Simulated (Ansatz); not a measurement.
# Zn2PBr, from a guessed structure to a relaxed one

Starting from a made-up structure for Zn2PBr, the aim is the relaxed cell, its shortest contacts and, where a second run follows, its electronic structure.

Main program and level: Ansatz 0.2.0; DFT, r2SCAN, plane-wave PAW, files of the set soft_1, scalar-relativistic, no spin, cell and ions relaxed at zero pressure; PAW set soft_1.

## (1) Set-up

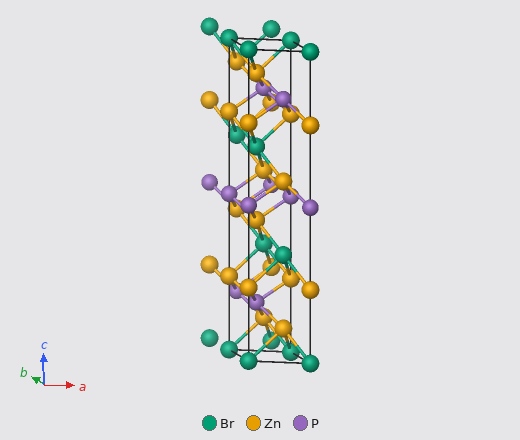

The cell as given, slightly off an axis (bromine teal, zinc orange, phosphorus purple). 1×2×1 cells are drawn. This picture shows the conventional cell, with its axes. Bonds to atoms that aren't drawn are left out. Some periodic images of atoms are drawn too.

## (2) Relaxation of the guess

The guessed cell has no reason to be at equilibrium. It is relaxed with the atoms, within the space group of the guess.

Input file input.yaml:

```yaml
crystal:
  lattice:
    - [1.893, 1.09292406, 6.335666667]
    - [-1.893, 1.09292406, 6.335666667]
    - [0.0, -2.185848119, 6.335666667]
  atoms:
    - { symbol: Br, position: [0.0, 0.0, 0.0] }
    - { symbol: Zn, position: [0.7641, 0.7641, 0.7641] }
    - { symbol: Zn, position: [0.2359, 0.2359, 0.2359] }
    - { symbol: P, position: [0.5, 0.5, 0.5] }
kpoints:
  mp_grid: { grid: [8, 8, 8] }
scf:
  occupations: { method: fermi_dirac, width: 0.05 }
hamiltonian:
  xc: r2scan
  pseudopotentials: { kind: paw, azcp: { folder: soft_1 } }
relax:
  f_tol: 0.015
  max_steps: 70
  cell: {}
output:
  forces: true
  stress: true
```

Launch:

```console
$ ansatz run input.yaml --threads 4 --pin off --max-ram 8192MiB --backend cpu --events-out ev --progress --plain --runs-dir out
```

Numbers of over 12 decimals in the logs are rounded to 6 here.

What it wrote:

```text
basis.fft_grid_basis auto: the FFT boxes are laid along the combinations [[1, 0, -1], [0, 1, -1], [0, 0, 1]] of the cell's own vectors, 3.786, 3.786 and 6.702 Å long. The dense box has 30×30×50 points. Along the cell's own vectors, as sized, it would have 50×50×50, 2.78 times as many. Of the 12 symmetry operations that the crystal satisfies within crystal.symmetry.tolerance (time reversal apart; of a slab, those that [...]
Engine: ansatz 0.2.0, x86_64-unknown-linux-gnu
Pseudopotentials: kind: paw
Pseudopotential: Br, paw, valence charge 7, recommended cutoff 500 eV (meta_gga), soft_1/Br.paw.azcp
Pseudopotential: Zn, paw, valence charge 12, recommended cutoff 500 eV (meta_gga), soft_1/Zn.paw.azcp
Pseudopotential: P, paw, valence charge 5, recommended cutoff 500 eV (meta_gga), soft_1/P.paw.azcp
Functional definition: r2SCAN
  parameter k0 = 0.174
  parameter k1 = 0.065
  parameter a1 = 4.9479
  exchange = r2scan_x(k0 = k0, k1 = k1, a1 = a1)
  correlation = r2scan_c
Crystal: 4 atoms, lattice volume = 78.647 Å³
Basis set: ecut = 500 eV, 1967 PW (Γ), FFT grids on a1−a3, a2−a3, a3, exchange–correlation on 120×120×200 points (64 copies of the dense FFT grid, shifted against one another)
Bands: 22, of which v1, the nominal top of the filled ones, is band 18 counted from 1 (17 counted from 0)
Symmetry: 12 space group operations
Space group: R-3m (ITA 166), of the structure as read, at distance tolerance 4.3e-5 Å
k-points: 65 of 512
Non-local potential: Br, projectors of the file, l = 0: 2, l = 1: 2, l = 2: 2
Non-local potential: Zn, projectors of the file, l = 0: 2, l = 1: 2, l = 2: 3, l = 3: 1
Non-local potential: P, projectors of the file, l = 0: 2, l = 1: 2, l = 2: 1
PAW form: soft (Blöchl's): semilocal exchange-correlation on the pseudo side does not see the compensation charge
PAW frozen core: Br, regenerated for the run's functional (the file was generated under x = pbe(κ = 0.804, μ = 0.219515), c = pbe(β = 0.066725))
PAW frozen core: Zn, regenerated for the run's functional (the file was generated under x = pbe(κ = 0.804, μ = 0.219515), c = pbe(β = 0.066725))
PAW frozen core: P, regenerated for the run's functional (the file was generated under x = pbe(κ = 0.804, μ = 0.219515), c = pbe(β = 0.066725))
PAW one-centre angular grid: Br, 302 points (default); XC on 160 Gauss nodes
PAW one-centre angular grid: Zn, 590 points (default); XC on 160 Gauss nodes
PAW one-centre angular grid: P, 302 points (default); XC on 160 Gauss nodes
Initial density: superposition of atomic densities (chi_scale 0.1, normalization cell, long waves kept (reshape's long-wave potential 0.28 eV rms))
Initial wavefunctions: pseudopotential atomic-orbital guess
Functional: x = r2scan, c = r2scan; τ floored in thin density (d = 2e-4 eV/Å³)
SCF iter   1: F=—  HF=-10207.008299 eV  |F-HF|=—  |Δ(HF+E_count)|=         —  Δρ=7.29e-2  dr2=1.01e1  dr2_τ=9.00e-2  ethr=3.10e-3  ⟨swp⟩=6.3  Hψ=7979  notcnv=0
preconditioner: auto → Kerker (q_TF=auto, 2.395 Å⁻¹)  [metal: Δε(μ)=0.011 eV  Ē_g=10.868 eV  σ=0.050 eV  W_gap=0.05  n_scr=22 (ndim 8)  ℏωp=25.1 eV  f_vac=0.000  D(μ)=1.50/eV (n_scr^D=2)]
SCF iter   2: F=—  HF=-10205.576484 eV  |F-HF|=—  |Δ(HF+E_count)|=    1.43e0  Δρ=3.06e-2  dr2=3.88e0  dr2_τ=2.01e-2  ethr=3.10e-3  ⟨swp⟩=3.0  Hψ=3430  notcnv=0
preconditioner: auto → Resta (q_TF=auto, 2.395 Å⁻¹)  ε∞=6.7  [insulator: Δε(μ)=0.369 eV  Ē_g=10.478 eV  σ=0.050 eV  W_gap=0.66  n_scr=22 (ndim 8)  ℏωp=25.1 eV  f_vac=0.000  D(μ)=0.56/eV (n_scr^D=2)  ε∞_Penn≈6.7]
SCF iter   3: F=—  HF=-10204.792712 eV  |F-HF|=—  |Δ(HF+E_count)|=   7.84e-1  Δρ=2.44e-2  dr2=7.35e-1  dr2_τ=9.65e-3  ethr=3.10e-3  ⟨swp⟩=3.1  Hψ=3414  notcnv=0
SCF iter   4: F=—  HF=-10204.571864 eV  |F-HF|=—  |Δ(HF+E_count)|=   2.21e-1  Δρ=1.12e-2  dr2=1.69e-1  dr2_τ=1.56e-3  ethr=2.04e-3  ⟨swp⟩=2.8  Hψ=3265  notcnv=0
SCF iter   5: F=—  HF=-10204.549550 eV  |F-HF|=—  |Δ(HF+E_count)|=   2.23e-2  Δρ=3.20e-3  dr2=1.15e-2  dr2_τ=1.39e-3  ethr=4.69e-4  ⟨swp⟩=4.2  Hψ=3539  notcnv=0
SCF iter   6: F=—  HF=-10204.549481 eV  |F-HF|=—  |Δ(HF+E_count)|=   6.84e-5  Δρ=9.92e-4  dr2=8.82e-4  dr2_τ=2.12e-5  ethr=3.18e-5  ⟨swp⟩=2.0  Hψ=2644  notcnv=0
SCF iter   7: F=—  HF=-10204.549626 eV  |F-HF|=—  |Δ(HF+E_count)|=   1.44e-4  Δρ=1.89e-4  dr2=2.86e-5  dr2_τ=5.89e-7  ethr=2.45e-6  ⟨swp⟩=2.0  Hψ=2543  notcnv=0
SCF iter   8: F=—  HF=-10204.549637 eV  |F-HF|=—  |Δ(HF+E_count)|=   1.12e-5  Δρ=6.37e-5  dr2=3.65e-6  dr2_τ=5.95e-8  ethr=7.95e-8  ⟨swp⟩=2.0  Hψ=2597  notcnv=0
SCF iter   9: F=—  HF=-10204.549637 eV  |F-HF|=—  |Δ(HF+E_count)|=   3.61e-7  Δρ=1.23e-5  dr2=2.13e-7  dr2_τ=3.93e-9  ethr=1.01e-8  ⟨swp⟩=2.1  Hψ=2594  notcnv=0
SCF iter  10: F=-10204.549637 eV  HF=-10204.549637 eV  |F-HF|=2.77e-9  |Δ(HF+E_count)|=   7.64e-9  Δρ=6.31e-6  dr2=2.38e-8  dr2_τ=2.39e-10  ethr=2.78e-10  ⟨swp⟩=5.0  Hψ=5502  notcnv=0
SCF 1 converged in 10 iterations: F = -10204.549637 eV  dr2 = 2.38e-8
  greatest PAW one-centre occupation: 0.985 electrons in one spin orbital (limit 2), on the Zn atom at site 2 (counted from 0), in its partial waves of l = 2
relax step   1: F+E_penalty+E_count = -10204.54963672 eV  Δ(F+E_penalty+E_count) = +0.000e0 eV  max|allowed force component| = 1.028e0 eV/Å  Δτ_max = 0.0000 Å  P = -2.961 GPa  Ω = 78.647 Å³  (10 SCF iters, dr2 threshold 1.00e-7 eV, accepted)
Crystal: 4 atoms, lattice volume = 77.934 Å³
Basis set: ecut = 500 eV, 1925 PW (Γ), FFT grids on a1−a3, a2−a3, a3, exchange–correlation on 120×120×200 points (64 copies of the dense FFT grid, shifted against one another)
Initial density: handed on by an earlier stage of this run
Initial wavefunctions: those handed on with the density
iter 1 solved again at ethr=3.86e-4 eV; its pass at ethr=3.10e-3 eV (dr2=1.39e-1 eV) is discarded
SCF iter   1: F=—  HF=-10204.443569 eV  |F-HF|=—  |Δ(HF+E_count)|=         —  Δρ=1.64e-2  dr2=1.39e-1  dr2_τ=4.51e-1  ethr=3.86e-4  ⟨swp⟩=1.3  Hψ=9806  notcnv=0
preconditioner: auto → Kerker (q_TF=auto, 2.399 Å⁻¹)  [metal: Δε(μ)=0.104 eV  Ē_g=10.615 eV  σ=0.050 eV  W_gap=0.46  n_scr=22 (ndim 8)  ℏωp=25.2 eV  f_vac=0.001  D(μ)=0.56/eV (n_scr^D=2)]
SCF iter   2: F=—  HF=-10204.744217 eV  |F-HF|=—  |Δ(HF+E_count)|=   3.01e-1  Δρ=8.83e-3  dr2=3.91e-2  dr2_τ=6.42e-4  ethr=3.86e-4  ⟨swp⟩=3.0  Hψ=3009  notcnv=0
SCF iter   3: F=—  HF=-10204.740406 eV  |F-HF|=—  |Δ(HF+E_count)|=   3.81e-3  Δρ=2.21e-3  dr2=5.07e-3  dr2_τ=1.96e-4  ethr=1.09e-4  ⟨swp⟩=3.0  Hψ=2794  notcnv=0
SCF iter   4: F=—  HF=-10204.739929 eV  |F-HF|=—  |Δ(HF+E_count)|=   4.77e-4  Δρ=1.01e-3  dr2=2.31e-3  dr2_τ=1.23e-5  ethr=1.41e-5  ⟨swp⟩=2.0  Hψ=3084  notcnv=0
SCF iter   5: F=—  HF=-10204.739529 eV  |F-HF|=—  |Δ(HF+E_count)|=   4.00e-4  Δρ=8.30e-4  dr2=1.19e-3  dr2_τ=5.88e-6  ethr=6.43e-6  ⟨swp⟩=2.0  Hψ=2146  notcnv=0
SCF iter   6: F=—  HF=-10204.739315 eV  |F-HF|=—  |Δ(HF+E_count)|=   2.13e-4  Δρ=2.97e-4  dr2=2.86e-4  dr2_τ=7.58e-7  ethr=3.31e-6  ⟨swp⟩=2.5  Hψ=2449  notcnv=0
SCF iter   7: F=—  HF=-10204.739257 eV  |F-HF|=—  |Δ(HF+E_count)|=   5.86e-5  Δρ=1.02e-4  dr2=2.80e-5  dr2_τ=1.08e-7  ethr=7.95e-7  ⟨swp⟩=3.0  Hψ=2640  notcnv=0
SCF iter   8: F=—  HF=-10204.739250 eV  |F-HF|=—  |Δ(HF+E_count)|=   6.33e-6  Δρ=3.01e-5  dr2=1.58e-6  dr2_τ=3.12e-8  ethr=7.79e-8  ⟨swp⟩=2.9  Hψ=2618  notcnv=0
SCF iter   9: F=-10204.739250 eV  HF=-10204.739250 eV  |F-HF|=8.50e-8  |Δ(HF+E_count)|=   2.71e-7  Δρ=1.68e-5  dr2=3.34e-7  dr2_τ=3.54e-9  ethr=1.11e-9  ⟨swp⟩=5.0  Hψ=6126  notcnv=0
SCF 2 converged in 9 iterations: F = -10204.739250 eV  dr2 = 3.34e-7
relax step   2: F+E_penalty+E_count = -10204.73924994 eV  Δ(F+E_penalty+E_count) = -1.896e-1 eV  max|allowed force component| = 1.515e-1 eV/Å  Δτ_max = 0.1523 Å  P = -0.957 GPa  Ω = 77.934 Å³  energy of the carried Pulay correction = +2.140e-4 eV  (9 SCF iters, dr2 threshold 4.00e-7 eV, accepted)
Crystal: 4 atoms, lattice volume = 76.901 Å³
iter 1 solved again at ethr=1.09e-5 eV; its pass at ethr=3.10e-3 eV (dr2=3.92e-3 eV) is discarded
SCF iter   1: F=—  HF=-10204.731544 eV  |F-HF|=—  |Δ(HF+E_count)|=         —  Δρ=2.51e-3  dr2=4.18e-3  dr2_τ=1.02e-2  ethr=1.09e-5  ⟨swp⟩=2.0  Hψ=9073  notcnv=0
preconditioner: auto → Kerker (q_TF=auto, 2.404 Å⁻¹)  [metal: Δε(μ)=0.036 eV  Ē_g=10.664 eV  σ=0.050 eV  W_gap=0.17  n_scr=22 (ndim 8)  ℏωp=25.4 eV  f_vac=0.000  D(μ)=0.55/eV (n_scr^D=2)]
SCF iter   2: F=—  HF=-10204.744916 eV  |F-HF|=—  |Δ(HF+E_count)|=   1.34e-2  Δρ=1.41e-3  dr2=1.49e-3  dr2_τ=1.90e-5  ethr=1.09e-5  ⟨swp⟩=2.0  Hψ=2795  notcnv=0
SCF iter   3: F=—  HF=-10204.744719 eV  |F-HF|=—  |Δ(HF+E_count)|=   1.97e-4  Δρ=4.76e-4  dr2=1.53e-4  dr2_τ=9.13e-6  ethr=4.13e-6  ⟨swp⟩=3.0  Hψ=2550  notcnv=0
SCF iter   4: F=—  HF=-10204.744694 eV  |F-HF|=—  |Δ(HF+E_count)|=   2.47e-5  Δρ=2.51e-4  dr2=3.34e-5  dr2_τ=2.32e-6  ethr=4.24e-7  ⟨swp⟩=2.0  Hψ=2477  notcnv=0
SCF iter   5: F=—  HF=-10204.744685 eV  |F-HF|=—  |Δ(HF+E_count)|=   9.69e-6  Δρ=7.10e-5  dr2=8.06e-6  dr2_τ=2.80e-7  ethr=9.28e-8  ⟨swp⟩=2.0  Hψ=2273  notcnv=0
SCF iter   6: F=—  HF=-10204.744683 eV  |F-HF|=—  |Δ(HF+E_count)|=   1.41e-6  Δρ=2.13e-5  dr2=1.48e-6  dr2_τ=1.48e-8  ethr=2.24e-8  ⟨swp⟩=2.7  Hψ=2476  notcnv=0
SCF iter   7: F=-10204.744683 eV  HF=-10204.744683 eV  |F-HF|=1.46e-7  |Δ(HF+E_count)|=   1.87e-7  Δρ=1.49e-5  dr2=2.78e-7  dr2_τ=2.47e-9  ethr=1.11e-9  ⟨swp⟩=5.1  Hψ=6100  notcnv=0
SCF 3 converged in 7 iterations: F = -10204.744683 eV  dr2 = 2.78e-7
relax step   3: F+E_penalty+E_count = -10204.74468296 eV  Δ(F+E_penalty+E_count) = -5.433e-3 eV  max|allowed force component| = 2.365e-2 eV/Å  Δτ_max = 0.0207 Å  P = +0.234 GPa  Ω = 76.901 Å³  energy of the carried Pulay correction = +5.273e-4 eV  (7 SCF iters, dr2 threshold 4.00e-7 eV, accepted)
[...]
relax step   4: F+E_penalty+E_count = -10204.74484736 eV  Δ(F+E_penalty+E_count) = -1.644e-4 eV  max|allowed force component| = 6.692e-4 eV/Å  Δτ_max = 0.0020 Å  P = -0.006 GPa  Ω = 77.122 Å³  energy of the carried Pulay correction = +4.599e-4 eV  (6 SCF iters, dr2 threshold 2.04e-7 eV, accepted)
Initial wavefunctions: pseudopotential atomic-orbital guess (no wavefunctions were taken with the density)
iter 1 solved again at ethr=5.23e-7 eV; its pass at ethr=3.10e-3 eV (dr2=1.88e-4 eV) is discarded
SCF iter   1: F=—  HF=-10204.744398 eV  |F-HF|=—  |Δ(HF+E_count)|=         —  Δρ=3.65e-5  dr2=4.63e-7  dr2_τ=1.36e-7  ethr=5.23e-7  ⟨swp⟩=3.5  Hψ=12575  notcnv=0
preconditioner: auto → Kerker (q_TF=auto, 2.403 Å⁻¹)  [metal: Δε(μ)=0.134 eV  Ē_g=10.653 eV  σ=0.050 eV  W_gap=0.45  n_scr=22 (ndim 8)  ℏωp=25.4 eV  f_vac=0.000  D(μ)=0.58/eV (n_scr^D=2)]
SCF iter   2: F=—  HF=-10204.744398 eV  |F-HF|=—  |Δ(HF+E_count)|=   8.08e-8  Δρ=3.81e-5  dr2=5.96e-7  dr2_τ=1.38e-8  ethr=1.29e-9  ⟨swp⟩=2.6  Hψ=2614  notcnv=0
SCF iter   3: F=—  HF=-10204.744398 eV  |F-HF|=—  |Δ(HF+E_count)|=   1.55e-8  Δρ=9.81e-6  dr2=7.10e-8  dr2_τ=2.40e-9  ethr=1.29e-9  ⟨swp⟩=2.0  Hψ=2295  notcnv=0
SCF iter   4: F=—  HF=-10204.744398 eV  |F-HF|=—  |Δ(HF+E_count)|=   7.33e-8  Δρ=3.40e-6  dr2=3.64e-8  dr2_τ=9.21e-11  ethr=1.97e-10  ⟨swp⟩=2.0  Hψ=2477  notcnv=0
SCF iter   5: F=—  HF=-10204.744398 eV  |F-HF|=—  |Δ(HF+E_count)|=   2.57e-9  Δρ=1.48e-6  dr2=8.30e-9  dr2_τ=7.53e-11  ethr=1.01e-10  ⟨swp⟩=2.0  Hψ=2445  notcnv=0
SCF iter   6: F=—  HF=-10204.744398 eV  |F-HF|=—  |Δ(HF+E_count)|=   1.24e-9  Δρ=1.02e-6  dr2=7.39e-10  dr2_τ=3.24e-11  ethr=2.31e-11  ⟨swp⟩=2.5  Hψ=2509  notcnv=0
SCF iter   7: F=-10204.744398 eV  HF=-10204.744398 eV  |F-HF|=1.82e-12  |Δ(HF+E_count)|=  3.82e-11  Δρ=1.90e-7  dr2=2.39e-11  dr2_τ=1.14e-12  ethr=1.00e-12  ⟨swp⟩=4.0  Hψ=7621  notcnv=0
SCF 5 converged in 7 iterations: F = -10204.744398 eV  dr2 = 2.39e-11
relax step   5: F+E_penalty+E_count = -10204.74439793 eV  Δ(F+E_penalty+E_count) = +4.494e-4 eV  max|allowed force component| = 3.974e-4 eV/Å  Δτ_max = 0.0000 Å  P = -0.011 GPa  Ω = 77.122 Å³  stress off target by 2.06e-2 GPa  SCF on the basis re-selected at this cell (its energy is not comparable with the rows above)  (7 SCF iters)
basis re-selected at this cell: Δ(F+E_penalty+E_count) = +4.494e-4 eV, ΔP = -0.004 GPa vs the last step (what re-selecting the basis moved, of the pressure what is left beyond the Pulay correction that the steps carried, after the strain that the cell walked since its last selection, with what the two solves' SCF thresholds leave and, on support functions, any second-order correction that the steps lacked; it is no m [...]
SCF converged after 7 iterations
Free energy (F): -10204.744398 eV
Harris-Foulkes:  -10204.744398 eV  (|F-HF|=1.82e-12)
Internal energy: -10204.739436 eV  (E = F + TS)
E sigma→0 (E₀):  -10204.741917 eV
Entropy (-TS):   -0.004962 eV (-1.240 meV/atom)
Fermi energy:    7.576330 eV
--- Per-component energies (eV) ---
  E_band       = 30.775283
  E_kinetic    = 491.081056
  E_local      = -4448.404324  (includes V_loc(G=0)·N_el)
  E_nonlocal   = 1737.681181
  E_hartree    = 1703.620071
  E_xc         = -390.303734
  E_vxc        = -284.883669  (∫ρ·V_xc dr)
  E_paw        = -6735.513953  (= ΣΔE_a)
  E_vpaw       = -885.128470  (= ΣTr[D̂ρ^β])
  E_aug_tail   = 0.000150  (compensation charges beyond the density's cutoff)
  E_vtau       = 13.188933  (kinetic-family band-sum trace: ∫τ·v_τ [+ j·A + Jᵃ·Aᵃ] dr)
  E_ewald      = -2562.285615
  E_core_change = -0.614269  (= ΣΔE_core)
  E_smearing   = -0.004962  (= −TS)
  E_closure    = -0.000000  (closes the sum)
  Σ components = -10204.744398   (vs F -10204.744398, Δ=0.00e0)
--- Forces (eV/Å), atoms counted from 1 ---
  atom   1  Br     0.00000000     0.00000000     0.00000000
  atom   2  Zn    -0.00000000     0.00000000     0.00039740
  atom   3  Zn     0.00000000    -0.00000000    -0.00039740
  atom   4  P     -0.00000000     0.00000000    -0.00000000
  max |Σ_I F_I| component: 3.47e-18 eV/Å
--- Stress (GPa, compression-positive) ---
       -0.020631       0.000000      -0.000000
        0.000000      -0.020631       0.000000
       -0.000000       0.000000       0.008909
  P = ⅓ Tr σ = -0.0108 GPa (-0.108 kbar)
--- Relaxed structure (4 steps of the walk, 4 accepted, 1 SCFs on fresh bases) ---
  F+E_penalty+E_count = -10204.74439793 eV   max|allowed force component| = 3.974e-4 eV/Å   (the final SCF, on the basis selected at the relaxed cell)
  cell:  # Å, volume = 77.1221 Å³
    - [1.883985, 1.087719, 6.272399]
    - [-1.883985, 1.087719, 6.272399]
    - [0, -2.175438, 6.272399]
  atoms:
    - { symbol: Br, position: [0, 0, 0] }
    - { symbol: Zn, position: [0.773100, 0.773100, 0.773100] }
    - { symbol: Zn, position: [0.226900, 0.226900, 0.226900] }
    - { symbol: P, position: [0.500000, 0.500000, 0.5] }
```

It took 16 s on 4 threads of Intel Xeon Platinum 8375C at 2.90GHz (Ice Lake), shared host; peak memory 0.74 GiB.

Relaxation path:

| step | energy less that of the first step (eV) | largest force component (eV/Å) | pressure (GPa) | volume (Å³) |
| --- | --- | --- | --- | --- |
| 1 | 0.0000 | 1.0278 | -2.96 | 78.65 |
| 2 | -0.1896 | 0.1515 | -0.96 | 77.93 |
| 3 | -0.1950 | 0.0237 | 0.23 | 76.90 |
| 4 | -0.1952 | 0.0007 | -0.01 | 77.12 |
| 5* | -0.1948 | 0.0004 | -0.01 | 77.12 |

Relaxation steps marked * repeat the geometry before them on a plane-wave basis chosen anew for their cell, so energy and pressure can jump there.

Forces are held to the 12 operations that the run works with; a distortion that breaks them can't arise in this run.

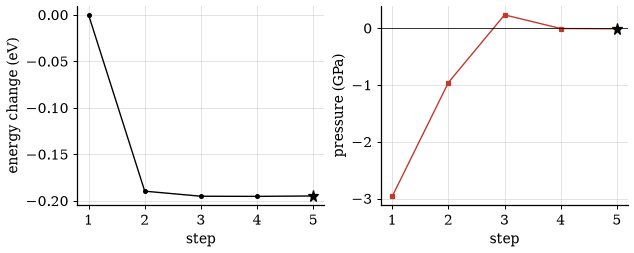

Energy and pressure along the relaxation. Stars mark steps on a basis chosen anew.

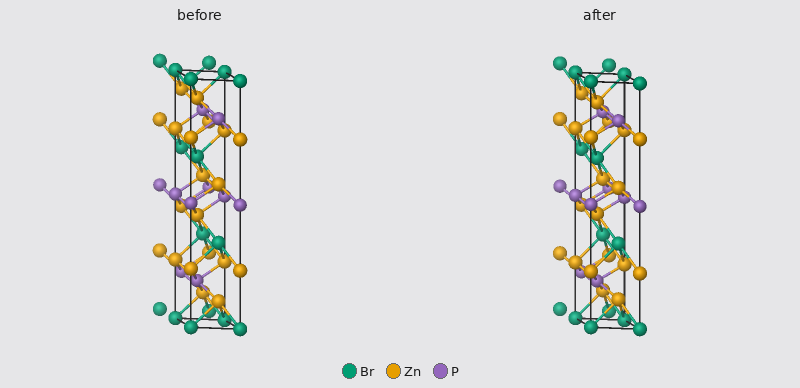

The structure before and after the relaxation, drawn at the same scale. Bonds to atoms that aren't drawn are left out.

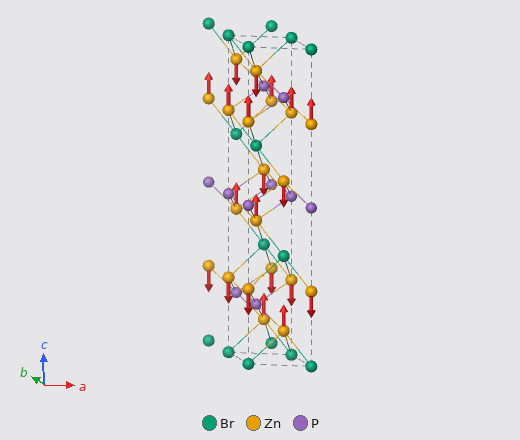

Displacements in the relaxation, exaggerated, measured against the changing cell; the longest in the cell stands for 0.17 Å. Bonds to atoms that aren't drawn are left out. 1×2×1 conventional cells are drawn. Some periodic images of atoms are drawn too.

| conventional cell, symmetrised | before | after | change |
| --- | --- | --- | --- |
| a (Å) | 3.786 | 3.768 | -0.5 % |
| b (Å) | 3.786 | 3.768 | -0.5 % |
| c (Å) | 19.007 | 18.817 | -1.0 % |
| volume (Å³/atom) | 19.66 | 19.28 | -1.9 % |

The atoms that moved most (Å, as changes of fractional coordinates times the final cell):

| atom | dx | dy | dz | length |
| --- | --- | --- | --- | --- |
| Zn2 | 0.000 | 0.000 | 0.169 | 0.169 |
| Zn3 | 0.000 | 0.000 | -0.169 | 0.169 |

Final coordinates:

```xyz
4
Lattice="1.8840 1.0877 6.2724 -1.8840 1.0877 6.2724 0.0000 -2.1754 6.2724" Properties=species:S:1:pos:R:3 pbc="T T T"
Br    0.0000    0.0000    0.0000
Zn    0.0000    0.0000   14.5476
Zn    0.0000    0.0000    4.2696
P     0.0000    0.0000    9.4086
```

Numbers from this step:

```
free energy             : -10204.7444 eV
energy at zero smearing : -10204.7419 eV
smearing term TS        : 0.004962 eV
Fermi energy            : 7.576 eV
electrons               : 36
symmetry operations     : 12
pressure                : -0.01078 GPa
```

Shortest distances by pair of elements, guess and relaxed (not always the same contact):

```csv
pair,guess (Å),relaxed (Å)
P–Zn,2.551,2.453
Br–Zn,2.865,2.957
Zn–Zn,3.421,3.142
Br–Br,3.786,3.768
P–P,3.786,3.768
```

The relaxation ends with a largest force component of 4.0e-4 eV/Å and a pressure of -0.01 GPa.

## (3) Results

| Quantity | Value |
| --- | --- |
| space group, relaxed | R-3m |
| conventional cell | a = 3.768, b = 3.768, c = 18.817 Å; α = 90.0°, β = 90.0°, γ = 120.0° |
| volume per atom | 19.28 Å³ (guess 19.66) |

Zn2PBr relaxes to R-3m with a = 3.768, b = 3.768 and c = 18.817 Å. The guessed volume was 2 % too large. The space group R-3m was held in the relaxation, so the end point is a stationary structure within it and may be a saddle against distortions or other arrangements. Mesh and cutoff weren't tested. No dispersion term is used, so weakly bound directions may come out too long. Nothing here tests whether the compound is stable against decomposition.

[Logs are printed without paths, hosts, clocks, repeated set-up lines and the standing remarks that a program may print on its own settings, such as how far it seeks lower states.]

[Hosts, paths, dates, database ids (printed as entryN), source tags and the programs' standing remarks are cut or masked in the printed files.]
